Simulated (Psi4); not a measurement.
**UHSE06/def2-TZVP run of SiH3O2 (SMILES O[SiH]O)**

What is the vertical ionisation energy of SiH3O2 at UHSE06/def2-TZVP? 

Program for the calculation: Psi4 1.11.

1 further run of the same task is left out (set aside as unsound or not needed).

## 1. The molecule

SiH3O2 has 6 atoms, charge 0, and is taken as a doublet. SMILES: `O[SiH]O`. The coordinates come from a PBE0-D4/def2-TZVP relaxation. This is one conformer, not always the lowest.

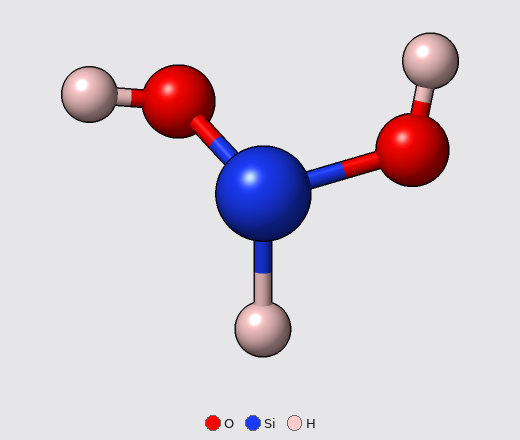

Viewed from a chosen angle; oxygen red, silicon blue, hydrogen pink.

## 2. A single-point energy at UHSE06/def2-TZVP

Input file h3o2si_ase.py:

```python
import numpy as np
from ase.calculators.psi4 import Psi4
from ase import Atoms

atoms = Atoms(['O', 'Si', 'O', 'H', 'H', 'H'], positions=[
    [-1.186200, -0.443400, -0.202500],
    [0.358900, 0.083300, -0.457100],
    [1.071000, 0.255000, 1.010900],
    [-1.625300, -0.879000, -0.934700],
    [0.393800, 1.459300, -1.043800],
    [0.987700, -0.475200, 1.627200],
])
calc = Psi4(atoms=atoms, method='hse06', basis='def2-TZVP', memory='1600MB', num_threads=1, charge=0, multiplicity=2, label='psi4-calc', reference='uks')
calc.psi4.set_options({'puream': True, 'e_convergence': 1e-09, 'd_convergence': 1e-08, 'scf_type': 'pk', 'dft_radial_points': 99, 'dft_spherical_points': 590, 'maxiter': 200})
atoms.calc = calc

print(f'energy: {atoms.get_potential_energy():.6f} eV')
```

Run with:

```
$ python h3o2si_ase.py
```

psi4-calc.dat:

```text
[...]
  Running in c1 symmetry.
[...]
  Nuclear repulsion =  111.608997635231759
[...]
  Multiplicity = 2
[...]
  Nalpha       = 17
  Nbeta        = 16
[...]
    Number of basis functions: 117
[...]
   @UKS iter   1:  -441.27869984476769   -2.33210e-01   8.38005e-03 ADIIS/DIIS
[...]
   @UKS iter  12:  -441.60874441113623   -1.36993e-11   9.86382e-09 DIIS
[...]
   @S^2 Observed:                7.522484839E-01
[...]
    Orbital Energies [Eh]
    ---------------------
    Alpha Occupied:
       1A    -66.268636     2A    -19.203611     3A    -19.200826
       4A     -5.336776     5A     -3.673328     6A     -3.670148
       7A     -3.668511     8A     -1.036640     9A     -1.016627
      10A     -0.582041    11A     -0.525429    12A     -0.432134
      13A     -0.401820    14A     -0.373695    15A     -0.353188
      16A     -0.338744    17A     -0.195369
    Alpha Virtual:
      18A      0.003758    19A      0.010655    20A      0.067703
      21A      0.077476    22A      0.094617    23A      0.155702
      24A      0.195206    25A      0.225609    26A      0.232173
[...]
  @UKS Final Energy:  -441.60874441113623
   => Energetics <=
    Nuclear Repulsion Energy =            111.6089976352317592
    One-Electron Energy =                -832.6406264568601046
    Two-Electron Energy =                 309.4958904113065046
    DFT Exchange-Correlation Energy =     -30.0730060008143809
    Empirical Dispersion Energy =           0.0000000000000000
    VV10 Nonlocal Energy =                  0.0000000000000000
    Total Energy =                       -441.6087444111362288
[...]
 Multipole Moments:
 ------------------------------------------------------------------------------------
     Multipole            Electronic (a.u.)      Nuclear  (a.u.)        Total (a.u.)
 ------------------------------------------------------------------------------------
 L = 1.  Multiply by 2.5417464519 to convert [e a0] to [Debye]
 Dipole X            :          0.3252494           -0.5803200           -0.2550706
 Dipole Y            :         -0.7865907            0.1254905           -0.6611002
 Dipole Z            :          0.0626634           -0.3258423           -0.2631788
 Magnitude           :                                                    0.7558952
[...]
```

The script printed:

```text
energy: -12016.786016 eV
```

Run time: 74 s. Hardware: 1 thread of Intel Xeon Platinum 8259CL at 2.50GHz (Skylake/Cascade Lake), shared host; peak memory 0.9 GiB.

## 3. The singlet cation: energy and forces at HSE06/def2-TZVP

Input file calc.inp:

```
memory 1.6 GB

molecule {
  1 1
  O     -1.186200    -0.443400    -0.202500
  Si     0.358900     0.083300    -0.457100
  O      1.071000     0.255000     1.010900
  H     -1.625300    -0.879000    -0.934700
  H      0.393800     1.459300    -1.043800
  H      0.987700    -0.475200     1.627200
  symmetry c1
}

set reference rks
set puream true
set e_convergence 1e-09
set d_convergence 1e-08
set scf_type pk
set dft_radial_points 99
set dft_spherical_points 590

E, wfn = gradient('hse06/def2-TZVP', return_wfn=True)
oeprop(wfn, 'MULLIKEN_CHARGES', 'LOWDIN_CHARGES', 'MAYER_INDICES', title='HSE06')
print_variables()
```

Run with:

```
$ psi4 -n 1 calc.inp calc.out
```

calc.out, cut to the lines that bear on the results:

```text
[...]
  Running in c1 symmetry.
[...]
  Nuclear repulsion =  111.608997635231759
[...]
  Multiplicity = 1
[...]
  Nalpha       = 16
  Nbeta        = 16
[...]
    Number of basis functions: 117
[...]
   @RKS iter   1:  -440.99804698972713    4.74424e-02   7.99143e-03 ADIIS/DIIS
[...]
   @RKS iter  12:  -441.30834403511034   -1.53477e-12   4.56328e-09 DIIS
[...]
  @RKS Final Energy:  -441.30834403511034
   => Energetics <=
    Nuclear Repulsion Energy =            111.6089976352317592
    One-Electron Energy =                -823.7013485890084894
    Two-Electron Energy =                 300.5831837612710729
    DFT Exchange-Correlation Energy =     -29.7991768426046590
    Empirical Dispersion Energy =           0.0000000000000000
    VV10 Nonlocal Energy =                  0.0000000000000000
    Total Energy =                       -441.3083440351103377
[...]
 Multipole Moments:
 ------------------------------------------------------------------------------------
     Multipole            Electronic (a.u.)      Nuclear  (a.u.)        Total (a.u.)
 ------------------------------------------------------------------------------------
 L = 1.  Multiply by 2.5417464519 to convert [e a0] to [Debye]
 Dipole X            :          0.7847756           -0.5803200            0.2044556
 Dipole Y            :         -0.8422281            0.1254905           -0.7167376
 Dipole Z            :         -0.8878333           -0.3258423           -1.2136756
 Magnitude           :                                                    1.4242624
[...]
  -Total Gradient:
     Atom            X                  Y                   Z
    ------   -----------------  -----------------  -----------------
       1       -0.050985558335     0.005230500065     0.019694664647
       2        0.046014343930    -0.041967731739    -0.078313887715
       3        0.001623710037     0.015141455252     0.050663908111
       4        0.014515012652     0.003786487794     0.004926218388
       5       -0.010924909732     0.013559335698     0.015868647664
       6       -0.000266377556     0.004210807857    -0.012848956158
[...]
  Mulliken Charges: (a.u.)
   Center  Symbol    Alpha    Beta     Spin     Total
       1     O     4.17588  4.17588  0.00000 -0.35176
       2    SI     6.61262  6.61262  0.00000  0.77476
       3     O     4.17841  4.17841  0.00000 -0.35682
[...]
```

It took 80 s on 1 thread of Intel Xeon Platinum 8259CL at 2.50GHz (Skylake/Cascade Lake), shared host; peak memory 0.89 GiB.

## 4. Outcome

Level: UHSE06/def2-TZVP.

| quantity | value |
| --- | --- |
| doublet SiH3O2: total energy | -441.60874 Eh |
| doublet SiH3O2: dipole moment | 1.92 D |
| doublet SiH3O2: HOMO energy (highest over α and β) | -5.32 eV |
| doublet SiH3O2: LUMO energy (lowest over α and β) | -2.21 eV |
| doublet SiH3O2: ⟨S²⟩ | 0.752 |
| singlet cation: total energy | -441.30834 Eh |
| singlet cation: HOMO energy | -15.92 eV |
| singlet cation: LUMO energy | -10.84 eV |
| singlet cation: HOMO–LUMO gap | 5.08 eV |
| singlet cation: largest force on an atom | 5.145 eV/Å |
| vertical ionisation energy (to the singlet cation) | 8.174 eV |

Removing an electron at fixed nuclei costs 8.17 eV (189 kcal/mol). Only the singlet of the ionised species was computed; a triplet could lie lower. Mulliken charges (singlet cation) run from -0.36 on O3 to +0.77 on Si2.
